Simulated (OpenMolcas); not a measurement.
# One shape, several levels: triplet CH6NPSi

We compute a comparison of 6 runs (UHF/def2-SVP, UM06-L/def2-SVP, UPBE/def2-SVP, UPBE0/def2-SVP, USVWN5/def2-SVP, ROMP2/def2-SVP) of triplet CH6NPSi. 

The calculation is run with OpenMolcas 26.06.

## Step 1: Starting point

CH6NPSi has 10 atoms, charge 0, and is taken as a triplet. As SMILES of the parent species, `C1NP[SiH2]1`. The coordinates come from a PBE0-D4/def2-TZVP relaxation. That shape belongs to the parent species and isn't relaxed for this state.

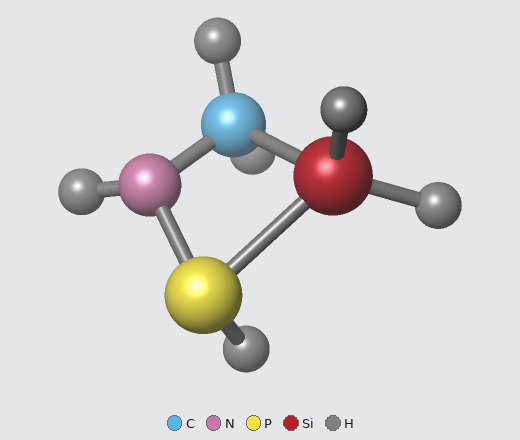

The structure, seen from a chosen angle (carbon blue, nitrogen pink, phosphorus yellow, silicon red, hydrogen grey).

## Step 2: A single-point energy at UHF/def2-SVP (run 1)

run.input reads:

```
>>> EXPORT MOLCAS_PRINT=2

&gateway
 baslib=$CurrDir
 coord
 10
 angstrom
 C       -0.518900       0.753700      -0.280300
 N        0.388700       0.867200       0.865200
 P        0.973900      -0.716000       1.275900
 Si       0.382300      -0.797300      -0.907400
 H       -0.525900       1.647300      -0.910700
 H       -1.554200       0.512400       0.003600
 H        0.126500       1.500500       1.609100
 H       -0.253100      -1.393600       1.631500
 H        1.493100      -0.499900      -1.848100
 H       -0.429200      -1.925500      -1.435800
 basis=def2-SVP
 group=NoSym

&seward

&scf
 uhf
 spin=3
 thresholds=1e-10 1e-07 1e-07 1e-05
 prorbitals=1
```

The basis set def2-SVP is read from a file made from the Basis Set Exchange's data (not shown).

Run with:

```console
$ export MOLCAS_MEM=1860
$ pymolcas run.input > run.log
```

Log:

```text
--- Start Module: gateway ---
[...]
--- Stop Module: gateway /rc=_RC_ALL_IS_WELL_ ---
--- Start Module: seward ---
[...]
      Basis functions           94
--- Stop Module: seward /rc=_RC_ALL_IS_WELL_ ---
[...]
--- Start Module: scf ---
[...]
       Convergence after  29 Iterations
[...]
::    Total SCF energy                               -725.0053565920
[...]
      Total spin, S                                     1.0065513184
[...]
      Total electronic charge=   48.000000
      Total            charge=   -0.000000
[...]
      Dipole Moment (debye):
      Origin of the operator (angstrom)=    0.4277   -0.2577    0.2410
                   X= -6.8372E-01               Y= -3.7927E-02               Z=  7.1622E-01           Total=  9.9090E-01
      Quadrupole Moment (debye*angstrom):
[...]
--- Stop Module: scf /rc=_RC_ALL_IS_WELL_ ---
[...]
```

Wall time 22 s (1 thread of AMD EPYC 7R43 (Zen 3), shared host); peak memory 0.52 GiB.

## Step 3: The energy at UM06-L/def2-SVP (run 2)

job.input reads:

```
* CH6NPSi Kohn-Sham DFT

&GATEWAY
  BasLib = $CurrDir
  Coord
  10
  angstrom
  C       -0.518900       0.753700      -0.280300
  N        0.388700       0.867200       0.865200
  P        0.973900      -0.716000       1.275900
  Si       0.382300      -0.797300      -0.907400
  H       -0.525900       1.647300      -0.910700
  H       -1.554200       0.512400       0.003600
  H        0.126500       1.500500       1.609100
  H       -0.253100      -1.393600       1.631500
  H        1.493100      -0.499900      -1.848100
  H       -0.429200      -1.925500      -1.435800
  Basis = def2-SVP
  Group = NoSym

&SEWARD
  GridInput
  Grid=UltraFine
  End of Grid

&SCF
  UHF
  Spin = 3
  KSDFT = M06L
  Thresholds = 1e-10 1e-07 1e-07 1e-05
  PrOrbitals = 1 1
```

The basis set def2-SVP is read from a file made from the Basis Set Exchange's data (not shown).

Run with:

```console
$ export MOLCAS_MEM=1860
$ pymolcas job.input > job.log
```

Log:

```text
--- Start Module: gateway ---
[...]
--- Stop Module: gateway /rc=_RC_ALL_IS_WELL_ ---
--- Start Module: seward ---
[...]
      Basis functions           94
--- Stop Module: seward /rc=_RC_ALL_IS_WELL_ ---
[...]
--- Start Module: scf ---
[...]
       Convergence after  28 Iterations
[...]
::    Total KS-DFT energy                            -726.8333137793
[...]
      Total spin, S                                     1.0024673865
[...]
      Total electronic charge=   48.000000
      Total            charge=   -0.000000
[...]
      Dipole Moment (debye):
      Origin of the operator (angstrom)=    0.4277   -0.2577    0.2410
                   X= -1.3218E+00               Y=  8.4868E-01               Z=  7.7034E-01           Total=  1.7495E+00
      Quadrupole Moment (debye*angstrom):
[...]
--- Stop Module: scf /rc=_RC_ALL_IS_WELL_ ---
[...]
```

It took 3.3 min on 1 thread of AMD EPYC 7R43 (Zen 3), shared host; peak memory 0.51 GiB.

## Step 4: The energy at UPBE/def2-SVP (run 3)

coord.xyz reads:

```xyz
10

C     -0.518900     0.753700    -0.280300
N      0.388700     0.867200     0.865200
P      0.973900    -0.716000     1.275900
Si     0.382300    -0.797300    -0.907400
H     -0.525900     1.647300    -0.910700
H     -1.554200     0.512400     0.003600
H      0.126500     1.500500     1.609100
H     -0.253100    -1.393600     1.631500
H      1.493100    -0.499900    -1.848100
H     -0.429200    -1.925500    -1.435800
```

job.input reads:

```
>>> EXPORT MOLCAS_PRINT=2

&GATEWAY
 BasLib
 $CurrDir
 Coord
 coord.xyz
 Basis
 def2-SVP
 Group
 NoSym

&SEWARD
 GridInput
 Grid=UltraFine
 End of Grid

&SCF
 UHF
 Spin
 3
 KSDFT
 PBE
 Thresholds
 1e-10 1e-07 1e-07 1e-05
 PrOrbitals
 1 1
```

The basis set def2-SVP is read from a file made from the Basis Set Exchange's data (not shown).

Run with:

```console
$ export MOLCAS_MEM=1860
$ pymolcas job.input > job.log
```

Log:

```text
--- Start Module: gateway ---
[...]
--- Stop Module: gateway /rc=_RC_ALL_IS_WELL_ ---
--- Start Module: seward ---
[...]
      Basis functions           94
--- Stop Module: seward /rc=_RC_ALL_IS_WELL_ ---
[...]
--- Start Module: scf ---
[...]
       Convergence after  27 Iterations
[...]
::    Total KS-DFT energy                            -726.4225213648
[...]
      Total spin, S                                     1.0014858205
[...]
      Total electronic charge=   48.000000
      Total            charge=   -0.000000
[...]
      Dipole Moment (debye):
      Origin of the operator (angstrom)=    0.4277   -0.2577    0.2410
                   X= -1.3272E+00               Y=  8.5958E-01               Z=  6.1565E-01           Total=  1.6969E+00
      Quadrupole Moment (debye*angstrom):
[...]
--- Stop Module: scf /rc=_RC_ALL_IS_WELL_ ---
[...]
```

Run time: 2.1 min. Hardware: 1 thread of AMD EPYC 7R43 (Zen 3), shared host; peak memory 0.51 GiB.

Runs 4 to 5 aren't shown in full; the table further down has their settings and results.

## Step 5: A single-point energy at ROMP2/def2-SVP (run 6)

calc.input reads:

```
>>> EXPORT MOLCAS_PRINT=2

&gateway
 baslib=$CurrDir
 coord
 10
 angstrom
 C       -0.518900       0.753700      -0.280300
 N        0.388700       0.867200       0.865200
 P        0.973900      -0.716000       1.275900
 Si       0.382300      -0.797300      -0.907400
 H       -0.525900       1.647300      -0.910700
 H       -1.554200       0.512400       0.003600
 H        0.126500       1.500500       1.609100
 H       -0.253100      -1.393600       1.631500
 H        1.493100      -0.499900      -1.848100
 H       -0.429200      -1.925500      -1.435800
 basis=def2-SVP
 group=NoSym

&seward

&scf
 uhf
 spin=3
 thresholds=1e-10 1e-07 1e-07 1e-05
 prorbitals=0

&rasscf
 fileorb=$Project.UnaOrb
 spin=3
 nactel=2 0 0
 inactive=23
 ras2=2
 outorbitals=Canonical
 orblisting=Nothing

&caspt2
 ipea=0.0
 frozen=12
```

The basis set def2-SVP is read from a file made from the Basis Set Exchange's data (not shown).

Run with:

```console
$ export MOLCAS_MEM=1860
$ pymolcas calc.input > calc.log
```

Log:

```text
--- Start Module: gateway ---
[...]
--- Stop Module: gateway /rc=_RC_ALL_IS_WELL_ ---
[...]
      Basis functions           94
[...]
       Convergence after  29 Iterations
[...]
::    Total SCF energy                               -725.0053565920
[...]
      Total spin, S                                     1.0065513184
[...]
--- Start Module: rasscf ---
[...]
      Number of active orbitals                  2
[...]
      Spin quantum number                      1.0
[...]
      Active orbitals                            2
[...]
      Number of CSFs                             1
[...]
      Number of root(s) required                 1
[...]
      Convergence after 16 iterations
[...]
      printout of CI-coefficients larger than  0.05 for root  1
      energy=    -724.999909
      conf/sym  11     Coeff  Weight
             1  uu   1.00000 1.00000
      Natural orbitals and occupation numbers for root  1
      sym 1:   1.000000   1.000000
      ************************************************************************************************************************
      *                                                    Final results                                                     *
[...]
::    RASSCF root number  1 Total energy:   -724.99990878
[...]
      Total electronic charge=   48.000000
      Total            charge=   -0.000000
[...]
      Dipole Moment (debye):
      Origin of the operator (angstrom)=    0.4277   -0.2577    0.2410
                   X= -6.8660E-01               Y= -8.5342E-02               Z=  6.3101E-01           Total=  9.3642E-01
      Quadrupole Moment (debye*angstrom):
[...]
--- Stop Module: rasscf /rc=_RC_ALL_IS_WELL_ ---
[...]
      E2 (Variational):          -0.5284402153
      Total energy:            -725.5283489941
[...]
      Reference weight:           0.82353
[...]
::    CASPT2 Root  1     Total energy:   -725.52834899
[...]
```

Run time: 34 s. Hardware: 1 thread of AMD EPYC 7R43 (Zen 3), shared host; peak memory 0.52 GiB.

## Step 6: Overview of the runs

| run | level | integration grid | frozen core orbitals | energy (Eh) | dipole moment (D) | HOMO energy (eV) | ⟨S²⟩ | wall time |
| --- | --- | --- | --- | --- | --- | --- | --- | --- |
| 1 | UHF/def2-SVP | – | – | -725.005357 | 0.99 | -4.47 | 2.020 | 22 s |
| 2 | UM06-L/def2-SVP | UltraFine | – | -726.833314 | 1.75 | -1.39 | 2.007 | 3.3 min |
| 3 | UPBE/def2-SVP | UltraFine | – | -726.422521 | 1.70 | -1.43 | 2.004 | 2.1 min |
| 4 | UPBE0/def2-SVP | UltraFine | – | -726.485507 | 1.54 | -2.30 | 2.008 | 2.1 min |
| 5 | USVWN5/def2-SVP | UltraFine | – | -723.605589 | 1.72 | -1.44 | 2.002 | 74 s |
| 6 | ROMP2/def2-SVP | – | 12 | -725.528349 | – | – | – | 34 s |

## Step 7: Summary of results

| quantity | value |
| --- | --- |
| run 6: total energy | -725.52835 Eh |

**Reading.** Over runs 1, 2, 3, 4, 5 the dipole moment (its size) runs from 0.99 D (UHF/def2-SVP) to 1.75 D (UM06-L/def2-SVP). Totals of different functionals can't be ranked against each other. All runs together took 9.7 min, the longest 3.3 min.
